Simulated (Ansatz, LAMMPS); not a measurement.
# Static equation of state of glassy 63SiO2-14B2O3-11Na2O-11CaO (mol %) (111 atoms)

Density of this cell: 2.41 g/cm³. The cell holds 111 atoms: 22 Si, 10 B, 8 Na, 4 Ca and 67 O. Its edges and angles: a = 11.153 Å, b = 11.267 Å, c = 11.759 Å, α = 87.2°, β = 93.0°, γ = 91.0°. The starting structure: 111 atoms (22 Si, 10 B, 8 Na, 4 Ca, 67 O) placed at random at 2.33 g/cm³, melted at 3000 K for 20 ps at fixed volume with the Buckingham and Coulomb pair potential of Guillot and Sator (Geochim. Cosmochim. Acta 71, 1249 (2007)) with the boron terms of Wang et al. (J. Non-Cryst. Solids 498, 294 (2018)). Quenched from 3000 K to 300 K at 30 K/ps and fixed volume, held 10 ps at zero pressure.

Calculated with Ansatz 0.2.0: Kohn-Sham DFT, PBE, PAW (set soft_2), plane waves; cutoff 420 eV, Γ point, gaussian smearing of 0.025 eV. Cell and atoms were relaxed first, to V0 = 13.276 Å³ an atom at a residual P0 = 0.004 GPa. The cell was then scaled evenly, and the atoms were relaxed at each volume.

| volume (Å³/atom) | pressure (GPa) |
| --- | --- |
| 11.948 | 4.546 |
| 12.479 | ? |
| 12.878 | 0.8685 |
| 13.674 | -1.011 |
| 14.073 | -1.950 |

Task: Fit the third-order Birch–Murnaghan equation to the rows given and interpolate to the withheld row.

Worked fit:

Take the Eulerian strain f = ½[(V0/V)^(2/3) − 1] and the normalised pressure F = (P − P0) / [3f(1 + 2f)^(5/2)]. The third-order Birch–Murnaghan equation is then the line F = B0 + (3/2)B0(B′ − 4) f, so u = f and v = F.

| u = f | v = F (GPa) |
| --- | --- |
| 0.0363830 | 34.9129 |
| 0.0102569 | 26.7104 |
| -0.00975668 | 36.4154 |
| -0.0190508 | 37.6805 |

With n = 4: mean u = 0.00445810, mean v = 33.9298, Σ(u − ū)² = 0.0018076, Σ(u − ū)(v − v̄) = -0.13399. Slope b = -0.13399 / 0.0018076 = -74.125; intercept a = v̄ − b ū = 34.260.

So B0 = a = 34.3 GPa and B′ = 4 + 2b/(3a) = 2.56. At the withheld volume f = 0.02106, F = a + b f = 32.70 GPa, and P = P0 + 3f(1 + 2f)^(5/2) F.

Prediction at 12.479: 2.294 GPa. The run gave 2.430 GPa, so the fit is low by 0.14 GPa (5.6 % of the value).

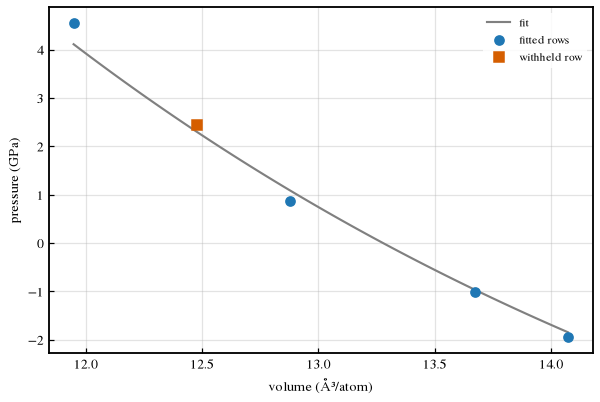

The fit, the rows that it rests on and the withheld row.

The series isn't one smooth equation of state: even a line fitted to all rows, the withheld one included, misses F by up to 27.0 %, the count of bonds changes along the series and an atom moves over 0.5 Å in some relaxation. B0 and B′ are then only the numbers of this fit, not moduli of the material. Among the rows given, the largest miss of the fit is at 11.948, by 0.44 GPa (6.7 % of the range of the table).

Limits: Static cells at zero temperature; the cell shape is held. The program notes that the SCF threshold of these relaxations is loose for the stress. The quench rate of 30 K/ps is many orders above laboratory rates, so the cell is likely richer in defects and strain than a real sample. The network of bonds at the start is that of the classical potential that made the cell, and needn't be the one that DFT or experiment would give. Only the Γ point is sampled, in a cell whose shortest periodic width is 11 Å.

[Hosts, paths, dates, database ids (printed as entryN), source tags and the programs' standing remarks are cut or masked in the printed files.]
